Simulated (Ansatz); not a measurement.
**BH3Cl (doublet): one geometry, many settings at distance B1–H4 along a hydrogen transfer = 1.327 Å**

What do other methods and options give for BH3Cl (doublet) at this geometry, and how long do they take?

Program: Ansatz 0.2.0, Gaussian basis. Level of theory: the settings change from run to run. These are calculated values, not measurements.

19 further runs of the same task are left out: 9 for a known fault of the program, 1 for a mislabelled method, 5 that didn't finish, 4 set aside as unsound or not needed.

## (1) The geometry

The geometry derives from fragments relaxed apart (PBE0/def2-TZVP) and kept rigid, so it is no stationary point. A hydrogen atom is moved between rigid fragments.

5 atoms, charge 0, spin multiplicity 2.

Atoms are counted from 1 here; the program's logs count them from 0.

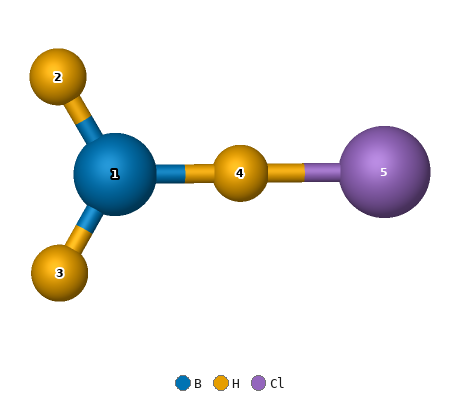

The structure; boron blue, hydrogen amber, chlorine purple; atoms are numbered from 1 in the order of the file.

## (2) MP2 on UHF/cc-pVDZ

Contents of in.yaml:

```yaml
crystal:
  periodic: [false, false, false]
  atoms:
    - {symbol: B, position_ang: [-2.055629, 0.000000, 0.000000]}
    - {symbol: H, position_ang: [-2.652362, 1.033571, 0.000000]}
    - {symbol: H, position_ang: [-2.652362, -1.033571, 0.000000]}
    - {symbol: H, position_ang: [-0.728629, 0.000000, 0.000000]}
    - {symbol: Cl, position_ang: [0.798371, 0.000000, 0.000000]}
basis:
  gaussian: {orbitals: cc-pVDZ}
magnetization: {spin_polarized: true, initial_magnetization: 1}
correlation: {method: mp2, electrons: valence}
scf: {lower_state_search: full}
```

Started as:

```console
$ ansatz run in.yaml --threads 1 --pin off --events-out ev --progress --plain --max-ram 2393MiB
```

The log of the run:

```text
Functional definition: HF
  name "HF"
  cite "Fock, Z. Phys. 61, 126 (1930) doi:10.1007/BF01340294"
  parent pbe
  exchange = exact_x
  correlation = 0
455 factors; integrals over basis functions are off by at most 1.4e-3 eV
mean field evaluation 1: about -13218.8188 eV, gradient 1.1e1 eV
mean field evaluation 2: about -13218.8417 eV, gradient 1.1e1 eV
mean field evaluation 4: about -13220.1104 eV, gradient 1.8e0 eV
mean field evaluation 8: about -13220.1855 eV, gradient 1.2e-1 eV
mean field evaluation 16: about -13210.9488 eV, gradient 5.4e0 eV
mean field evaluation 32: about -13175.1701 eV, gradient 3.9e1 eV
mean field evaluation 64: about -13174.2606 eV, gradient 3.9e1 eV
mean field evaluation 96: about -13217.9496 eV, gradient 8.6e-1 eV
mean field evaluation 128: about -13212.6436 eV, gradient 7.0e-4 eV
mean field -13220.18598729 eV, -485.8328740692 hartree, gradient 1.8e-6 eV, S^2 0.773638; 8 other end points of the search recorded, 0 dependent functions left out
6 core orbitals not correlated: weight in the atoms' cores, before any rotation towards them, 1.000 or more for the frozen orbitals, at most 0.000 for the correlated occupied ones
reference -13220.18598729 eV, -485.8328740692 hartree; 7, 6 occupied and 34, 35 virtual orbitals, 455 factors
second order -6.02557039 eV of doubles, -0.00000000 eV of singles
Total energy: -13226.21155768 eV, -486.0543096966 hartree
```

Run time: 1.2 s. Hardware: 1 thread of Arm Neoverse V1, shared host.

From the report: ⟨S²⟩ of the determinant 0.774 (pure doublet: 0.75).

## (3) BCCD/cc-pVDZ

in.yaml: that of step 2 with these lines changed.

```diff
@@ -11,3 +11,4 @@
 magnetization: {spin_polarized: true, initial_magnetization: 1}
-correlation: {method: mp2, electrons: valence}
-scf: {lower_state_search: full}
+hamiltonian: {xc: {name: B3LYP}}
+correlation: {method: bccd, electrons: valence}
+scf: {lower_state_search: light}
```

Same command.

The log of the run (excerpt; [...] marks lines left out):

```text
Functional definition: B3LYP
  name "B3LYP"
  cite "Stephens, Devlin, Chabalowski & Frisch, J. Phys. Chem. 98, 11623 (1994) doi:10.1021/j100096a001"
  cite "Becke, Phys. Rev. A 38, 3098 (1988) doi:10.1103/PhysRevA.38.3098"
  cite "Lee, Yang & Parr, Phys. Rev. B 37, 785 (1988) doi:10.1103/PhysRevB.37.785"
  cite "Vosko, Wilk & Nusair, Can. J. Phys. 58, 1200 (1980) doi:10.1139/p80-159"
[...]
455 factors; integrals over basis functions are off by at most 1.4e-3 eV
[...]
mean field -13245.68967938 eV, -486.7701174664 hartree, gradient 1.0e-6 eV, S^2 0.753764; 0 other end points of the search recorded, 0 dependent functions left out
6 core orbitals not correlated: weight in the atoms' cores, before any rotation towards them, 1.000 or more for the frozen orbitals, at most 0.000 for the correlated occupied ones
reference -13219.88020306 eV, -485.8216367059 hartree; 7, 6 occupied and 34, 35 virtual orbitals, 455 factors
second order -6.26683717 eV of doubles, -0.16564974 eV of singles
cycle   1  -7.05795230 eV  change   -6.3e-1 eV  update   5.5e-2
[...]
cycle  10  -7.28209151 eV  change    5.6e-6 eV  update   8.3e-6
Total energy: -13227.16229457 eV, -486.0892486327 hartree
```

Wall time 2.7 s (1 thread of Arm Neoverse V1, shared host).

From the report: ⟨S²⟩ of the determinant 0.754 (pure doublet: 0.75); correlation -7.2821 eV; largest double amplitude 0.04.

## (4) BCCD on UHF/cc-pVDZ

in.yaml: that of step 3 with these lines changed.

```diff
@@ -11,4 +11,3 @@
 magnetization: {spin_polarized: true, initial_magnetization: 1}
-hamiltonian: {xc: {name: B3LYP}}
-correlation: {method: bccd, electrons: valence}
-scf: {lower_state_search: light}
+correlation: {method: bccd, electrons: outside_noble_gas}
+accuracy: high
```

Launched as before.

The log of the run (excerpt; [...] marks lines left out):

```text
Functional definition: HF
  name "HF"
  cite "Fock, Z. Phys. 61, 126 (1930) doi:10.1007/BF01340294"
  parent pbe
[...]
999 factors; integrals over basis functions are off by at most 4.0e-9 eV
[...]
mean field -13220.18600609 eV, -485.8328747599 hartree, gradient 2.5e-8 eV, S^2 0.773638; 4 other end points of the search recorded, 0 dependent functions left out
determinant -13220.18600609 eV, -485.8328747599 hartree, with singles and doubles -13227.23229829 eV, -486.0918212221 hartree
determinant -13218.00389916 eV, -485.7526838094 hartree, with singles and doubles -13224.98912405 eV, -486.0093860891 hartree
determinant -13217.97029356 eV, -485.7514488262 hartree, with singles and doubles -13224.95448770 eV, -486.0081132270 hartree
determinant -13216.94610258 eV, -485.7138105021 hartree, with singles and doubles -13224.49612758 eV, -485.9912688033 hartree
6 core orbitals not correlated: weight in the atoms' cores, before any rotation towards them, 1.000 or more for the frozen orbitals, at most 0.000 for the correlated occupied ones
reference -13220.18600609 eV, -485.8328747599 hartree; 7, 6 occupied and 34, 35 virtual orbitals, 999 factors
second order -6.02560466 eV of doubles, -0.00000000 eV of singles
cycle   1  -7.04091179 eV  change    5.4e-3 eV  update   2.8e-3
[...]
cycle  19  -7.04026327 eV  change  -3.3e-10 eV  update  8.7e-10
Total energy: -13227.22626936 eV, -486.0915996631 hartree
```

Run time: 7 s. Hardware: 1 thread of Arm Neoverse V1, shared host.

From the report: ⟨S²⟩ of the determinant 0.774 (pure doublet: 0.75); correlation -7.0403 eV; largest double amplitude 0.04.

## (5) BCCD(T)/cc-pVDZ

in.yaml: that of step 4 with these lines changed.

```diff
@@ -9,5 +9,5 @@
 basis:
-  gaussian: {orbitals: cc-pVDZ}
-magnetization: {spin_polarized: true, initial_magnetization: 1}
-correlation: {method: bccd, electrons: outside_noble_gas}
-accuracy: high
+  gaussian: {orbitals: cc-pVDZ, fitting: {mean_field: def2-universal-jkfit}}
+magnetization: {spin_polarized: false, initial_magnetization: 1}
+hamiltonian: {xc: {name: r2SCAN}}
+correlation: {method: bccd_t, electrons: outside_noble_gas}
```

The command is unchanged.

The log of the run (excerpt; [...] marks lines left out):

```text
Functional definition: r2SCAN
  name "r2SCAN"
  cite "Furness, Kaplan, Ning, Perdew & Sun, J. Phys. Chem. Lett. 11, 8208 (2020) doi:10.1021/acs.jpclett.0c02405"
  cite "Furness, Kaplan, Ning, Perdew & Sun, J. Phys. Chem. Lett. 11, 9248 (2020) doi:10.1021/acs.jpclett.0c03077"
  parent r2scan
[...]
257 factors; integrals over basis functions are off by at most 2.6e-1 eV
[...]
mean field -13243.55138889 eV, -486.6915367403 hartree, gradient 1.6e-6 eV, S^2 0.750000; 0 other end points of the search recorded, 0 dependent functions left out
[...]
6 core orbitals not correlated: weight in the atoms' cores, before any rotation towards them, 1.000 or more for the frozen orbitals, at most 0.000 for the correlated occupied ones
reference -13219.71836932 eV, -485.8156894256 hartree; 7, 6 occupied and 34, 35 virtual orbitals, 257 factors
second order -6.34705056 eV of doubles, -0.25839301 eV of singles
cycle   1  -7.23325421 eV  change   -6.2e-1 eV  update   5.7e-2
[...]
cycle  10  -7.45718131 eV  change    7.5e-6 eV  update   9.5e-6
perturbative correction -0.13343337 eV, -0.0049035861 hartree
Total energy: -13227.30898401 eV, -486.0946393703 hartree
```

It took 3.5 s on 1 thread of Arm Neoverse V1, shared host.

From the report: correlation -7.5906 eV; largest double amplitude 0.04.

## (6) BCCD on ROHF/6-31G

in.yaml: that of step 5 with these lines changed.

```diff
@@ -9,5 +9,4 @@
 basis:
-  gaussian: {orbitals: cc-pVDZ, fitting: {mean_field: def2-universal-jkfit}}
+  gaussian: {orbitals: 6-31G}
 magnetization: {spin_polarized: false, initial_magnetization: 1}
-hamiltonian: {xc: {name: r2SCAN}}
-correlation: {method: bccd_t, electrons: outside_noble_gas}
+correlation: {method: bccd, electrons: all, diis_vectors: 2}
```

The command is unchanged.

The log of the run (excerpt; [...] marks lines left out):

```text
Functional definition: HF
  name "HF"
  cite "Fock, Z. Phys. 61, 126 (1930) doi:10.1007/BF01340294"
  parent pbe
[...]
362 factors; integrals over basis functions are off by at most 2.7e-4 eV
[...]
mean field -13218.68155364 eV, -485.7775871521 hartree, gradient 1.7e-6 eV, S^2 0.750000; 3 other end points of the search recorded, 0 dependent functions left out
determinant -13218.68155364 eV, -485.7775871521 hartree, with singles and doubles -13222.05326220 eV, -485.9014951562 hartree
determinant -13216.68674935 eV, -485.7042794465 hartree, with singles and doubles -13219.68174884 eV, -485.8143436477 hartree
determinant -13216.65391128 eV, -485.7030726697 hartree, with singles and doubles -13219.64317692 eV, -485.8129261557 hartree
determinant -13215.41148288 eV, -485.6574142681 hartree, with singles and doubles -13219.34483083 eV, -485.8019621393 hartree
reference -13218.68155364 eV, -485.7775871521 hartree; 13, 12 occupied and 15, 16 virtual orbitals, 362 factors
second order -2.67212080 eV of doubles, -0.08531948 eV of singles
cycle   1  -3.37138688 eV  change    3.2e-4 eV  update   4.7e-3
[...]
cycle   7  -3.36786893 eV  change   -2.5e-5 eV  update   2.3e-5
Total energy: -13222.04942257 eV, -485.9013540523 hartree
```

Wall time 1.6 s (1 thread of Arm Neoverse V1, shared host).

From the report: correlation -3.3679 eV; largest double amplitude 0.05.

## (7) NEVPT2(5,3)/STO-3G

in.yaml: that of step 6 with these lines changed.

```diff
@@ -9,4 +9,5 @@
 basis:
-  gaussian: {orbitals: 6-31G}
+  gaussian: {orbitals: STO-3G}
 magnetization: {spin_polarized: false, initial_magnetization: 1}
-correlation: {method: bccd, electrons: all, diis_vectors: 2}
+correlation: {method: sc_nevpt2, electrons: outside_noble_gas, active_space: {window: {electrons: 5, orbitals: 3}}}
+scf: {lower_state_search: full}
```

The command is unchanged.

The log of the run (excerpt; [...] marks lines left out):

```text
Functional definition: HF
  name "HF"
  cite "Fock, Z. Phys. 61, 126 (1930) doi:10.1007/BF01340294"
  parent pbe
[...]
197 factors; integrals over basis functions are off by at most 4.0e-5 eV
[...]
mean field -13076.82828286 eV, -480.5645756024 hartree, gradient 3.2e-6 eV, S^2 0.750000; 9 other end points of the search recorded, 0 dependent functions left out
reference -13076.82828286 eV, -480.5645756024 hartree; 13, 12 occupied and 4, 5 virtual orbitals, 197 factors
state -13076.82828286 eV, -480.5645756024 hartree
state -13076.82828286 eV, -480.5645756024 hartree; corrected -13078.01220404 eV, -480.6080839034 hartree
WARN: 2 active orbitals are nearly empty or full. The corrections depend on them more than the energy does, and are more stable in an active space without them
Total energy: -13078.01220404 eV, -480.6080839034 hartree
```

Wall time 0.21 s (1 thread of Arm Neoverse V1, shared host).

From the report: 1 determinant; active occupations 2.00, 2.00, 1.00. The report marks this result as in doubt.

## (8) CASSCF(5,4)/def2-SVP

in.yaml: that of step 7 with these lines changed.

```diff
@@ -9,5 +9,5 @@
 basis:
-  gaussian: {orbitals: STO-3G}
+  gaussian: {orbitals: def2-SVP}
 magnetization: {spin_polarized: false, initial_magnetization: 1}
-correlation: {method: sc_nevpt2, electrons: outside_noble_gas, active_space: {window: {electrons: 5, orbitals: 3}}}
-scf: {lower_state_search: full}
+correlation: {active_space: {window: {electrons: 5, orbitals: 4}}}
+output: {forces: true}
```

The command is unchanged.

The log of the run (excerpt; [...] marks lines left out):

```text
Functional definition: HF
  name "HF"
  cite "Fock, Z. Phys. 61, 126 (1930) doi:10.1007/BF01340294"
  parent pbe
[...]
459 factors; integrals over basis functions are off by at most 1.7e-3 eV
[...]
mean field -13215.25466578 eV, -485.6516513461 hartree, gradient 1.8e-6 eV, S^2 0.750000; 0 other end points of the search recorded, 0 dependent functions left out
reference -13215.25466578 eV, -485.6516513461 hartree; 13, 12 occupied and 34, 35 virtual orbitals, 459 factors
state -13215.84056725 eV, -485.6731828281 hartree
[...]
Total energy: -13215.84056725 eV, -485.6731828281 hartree
Atom 0 at    -2.055629     0.000000     0.000000 Å, force    -1.155128     0.000000     0.000000 eV/Å
Atom 1 at    -2.652362     1.033571     0.000000 Å, force     0.269940     0.157759     0.000000 eV/Å
Atom 2 at    -2.652362    -1.033571     0.000000 Å, force     0.269940    -0.157759     0.000000 eV/Å
Atom 3 at    -0.728629     0.000000     0.000000 Å, force    -0.833796    -0.000000    -0.000000 eV/Å
Atom 4 at     0.798371     0.000000     0.000000 Å, force     1.449044    -0.000000     0.000000 eV/Å
Dipole moment:    -0.427618     0.000000    -0.000000 e Å
```

Wall time 0.93 s (1 thread of Arm Neoverse V1, shared host).

From the report: 24 determinants; active occupations 2.00, 1.98, 1.00, 0.02.

## (9) The runs in one table

Where basis and cores are those of an earlier UCCSDT(Q)/cc-pVDZ run (-13227.3903 eV), and the state is the same kind, the miss against it is given. † marks a result that the program doubts.

| level | correlated | functions | energy (eV) | from UCCSDT(Q) (meV) | time |
| --- | --- | --- | --- | --- | --- |
| MP2 on UHF/cc-pVDZ | valence | 47 | -13226.2116 | 1178.8 | 1.2 s |
| BCCD/cc-pVDZ (on B3LYP orbitals) | valence | 47 | -13227.1623 | 228.0 | 2.7 s |
| BCCD on UHF/cc-pVDZ | outside noble gas | 47 | -13227.2263 | 164.1 | 7 s |
| BCCD(T)/cc-pVDZ (on r2SCAN orbitals) | outside noble gas | 47 | -13227.3090 | 81.4 | 3.5 s |
| BCCD on ROHF/6-31G | all | 28 | -13222.0494 |  | 1.6 s |
| NEVPT2(5,3)/STO-3G † | outside noble gas | 17 | -13078.0122 |  | 0.21 s |
| CASSCF(5,4)/def2-SVP |  | 47 | -13215.8406 |  | 0.93 s |

## (10) Results

| quantity | value |
| --- | --- |
| runs | 7 |
| quickest | NEVPT2(5,3)/STO-3G †, 0.21 s |
| slowest | BCCD on UHF/cc-pVDZ, 7 s |

In words: Total energies in different bases, with other cores or another treatment of relativity can't be set against each other. BCCD on UHF/cc-pVDZ took 33 times as long as NEVPT2(5,3)/STO-3G †; the jobs differ in more than the method. Among the correlated runs with a miss given, it spans +81 to +1179 meV. Cores frozen from Kohn-Sham orbitals shift the total energy.
